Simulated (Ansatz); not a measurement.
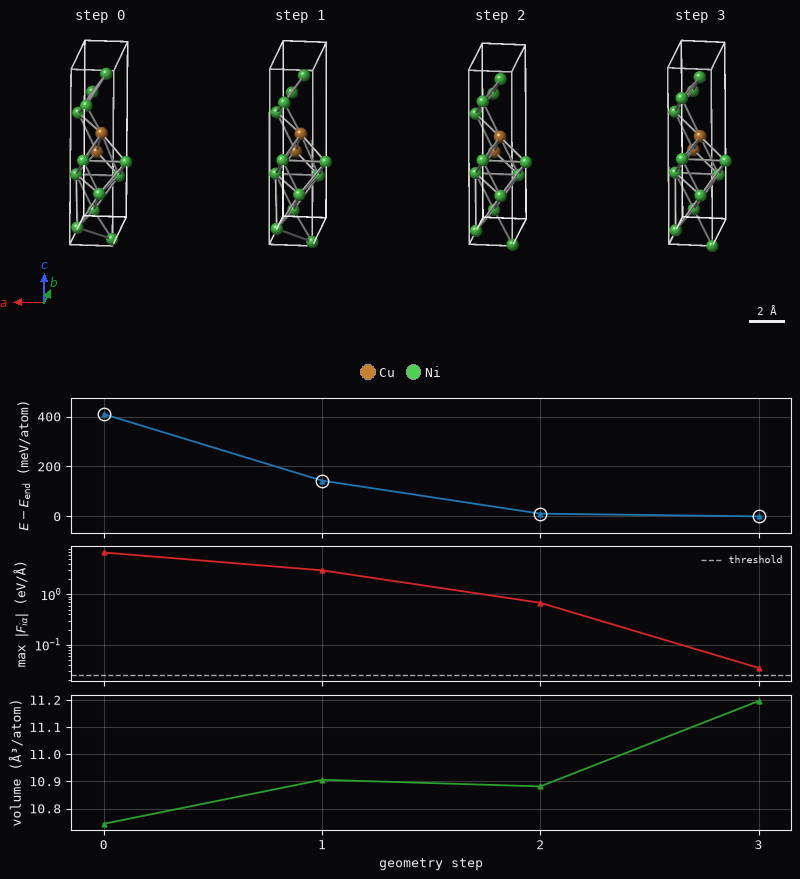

Frames of a relaxation of a crystal of CuNi5 (a generated structure, set up in P1) (coarse preliminary run), marked on the history of the run. Style: ball-and-stick. Shown: the cell of the calculation, from a free direction.

Level of theory: DFT PBE, scalar-relativistic, plane waves, PAW in Ansatz 0.2.0.

The input:
```yaml
crystal:
  lattice:
    - [0.0141469083, -2.4690958404, 0.0256281933]
    - [-4.9815386182, 0.0282938166, -0.1166007349]
    - [-0.2477307856, 0.1088996988, -10.4890192714]
  atoms:
    - { symbol: Cu, position: [0.5220500678, 0.7855649531, 0.5084466846] }
    - { symbol: Cu, position: [0.4809814024, 0.3116378145, 0.4814097063] }
    - { symbol: Ni, position: [0.0082245742, -0.0288994406, 0.31797987], spin: 0.57 }
    - { symbol: Ni, position: [0.0094263388, 0.4718910741, 0.3223606685], spin: 0.57 }
    - { symbol: Ni, position: [0.5509650659, 0.7377079909, 0.1706908709], spin: 0.72 }
    - { symbol: Ni, position: [0.5145060302, 0.2204754908, 0.1618159694], spin: 0.72 }
    - { symbol: Ni, position: [0.0237566253, 0.0639930169, 0.0280689473], spin: 0.77 }
    - { symbol: Ni, position: [-0.0236360085, 0.4823906988, 0.0170758762], spin: 0.77 }
    - { symbol: Ni, position: [0.4175367588, 0.7633243516, 0.8521303637], spin: 0.72 }
    - { symbol: Ni, position: [0.5715997092, 0.2333159559, 0.836207484], spin: 0.72 }
    - { symbol: Ni, position: [-0.0537262708, -0.0308232771, 0.6329370225], spin: 0.57 }
    - { symbol: Ni, position: [-0.0216842932, 0.4894213713, 0.6708765366], spin: 0.57 }
basis:
  ecutwfc: 420
kpoints:
  mp_grid: { grid: [8, 4, 2] }
hamiltonian:
  xc: pbe
scf:
  occupations: { method: gaussian, width: 0.2 }
  lower_state_search: "off"
output:
  forces: true
  stress: true
  eigenvalues: true
  populations: true
magnetization:
  spin_polarized: true
relax:
  adjacent_minimum: "off"
  f_tol: 0.025
  max_steps: 60
  cell: { stress_tol: 0.25 }
```

Launched with:
```bash
ansatz run input.yaml --threads 4 --pin off --max-ram 8192MiB --backend cpu --events-out ev --progress --plain --runs-dir out
```

**Describe the path.**

The run was cut off at its time limit before the relaxation converged, so the last structure is only a point on the way. Over 3 geometry steps the energy falls by 410 meV per atom. The largest force component goes from 6.8 to 0.035 eV/Å. Pressure: 23.15 GPa at the start and −2.03 GPa at the end. Ni11 moves most relative to the cell: 0.47 Å roughly along [1 1 1]. Largest moves by element: Ni 0.47 Å, Cu 0.37 Å. Cell: a 2.469 → 2.514 Å (+1.8 %), b 4.983 → 5.029 Å (+0.9 %), c 10.493 → 10.626 Å (+1.3 %), α 87.3° → 90.0°, β 91.2° → 90.0°, γ 90.7° → 90.0°. Volume +4.2 %. Among the contacts that change: Cu1–Ni11 1.917 → 2.552 Å, Ni6–Ni7 2.014 → 2.494 Å, Ni10–Ni11 2.957 → 2.481 Å, Ni7–Ni8 3.125 → 3.555 Å. Within 0.06 Å the space group is P1 at the start and P4/mmm at the end; at a tighter tolerance small leftover displacements or strains of the cell lower it. The run took 9.1 min on 4 threads of Arm Neoverse V1, on a shared host, peak memory 1.3 GiB. From step 0 to 1: Ni11 moves most (0.19 Å), volume +1.5 %, energy −267 meV per atom. From step 1 to 2: Cu2 moves most (0.20 Å), volume −0.2 %, energy −133 meV per atom. From step 2 to 3: Ni11 moves most (0.09 Å), volume +2.9 %, energy −10.9 meV per atom.

```json
{"step": "0", "E − E(0), meV/atom": "0.00", "largest force component, eV/Å": "6.7605", "pressure, GPa": "23.15", "volume, Å³/atom": "10.744"}
{"step": "1", "E − E(0), meV/atom": "-266.51", "largest force component, eV/Å": "2.9941", "pressure, GPa": "9.12", "volume, Å³/atom": "10.906"}
{"step": "2", "E − E(0), meV/atom": "-399.06", "largest force component, eV/Å": "0.6814", "pressure, GPa": "3.68", "volume, Å³/atom": "10.882"}
{"step": "3", "E − E(0), meV/atom": "-410.01", "largest force component, eV/Å": "0.0350", "pressure, GPa": "-2.03", "volume, Å³/atom": "11.196"}
```
